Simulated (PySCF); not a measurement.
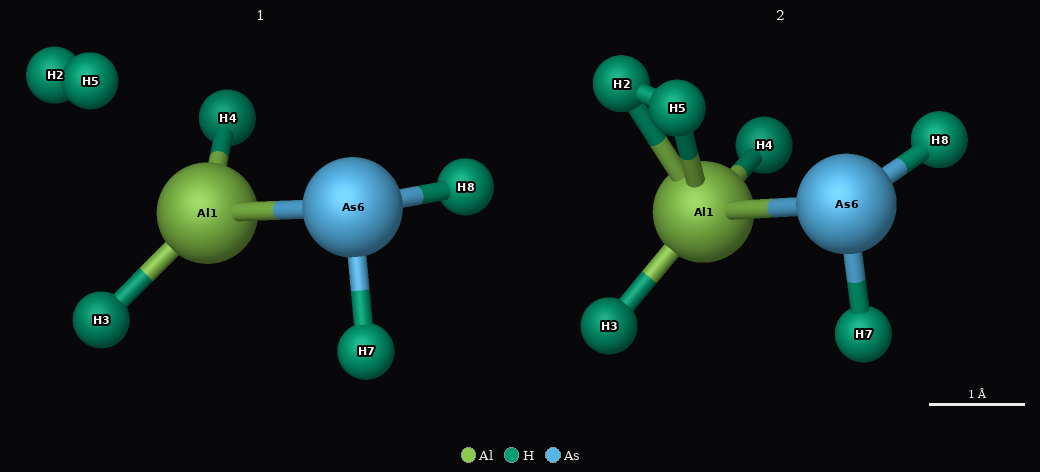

Two geometries of AlAsH6 (started from a transition state, displaced along its imaginary mode), drawn at one scale. One is the start of a relaxation, the other its converged end. A ball-and-stick model, seen at a tilt.

Theory: RKS PBE0-D4/def2-TZVP, density fitting in PySCF 2.14.0. 

Which geometry has the lower energy?

Structure 1 is the relaxed one. The atom that moves furthest after the best rigid fit is H5 (0.77 Å). Largest moves by element: H 0.77 Å, As 0.33 Å, Al 0.26 Å. Among the contacts that change: H5–As6 2.222 → 3.142 Å, Al1–H5 1.715 → 2.236 Å, Al1–H2 1.827 → 2.243 Å, Al1–As6 2.631 → 2.444 Å. Bonds break: Al1–H5 (1.72 → 2.24 Å). Among the angles between lasting bonds that change: Al1–As6–H7 71.2° → 90.5°, Al1–As6–H8 82.3° → 90.9°, H3–Al1–As6 111.1° → 119.4°. Groups turn about Al1–As6 by about 25°. The energy falls by 75.1 kJ/mol in 22 geometry steps.
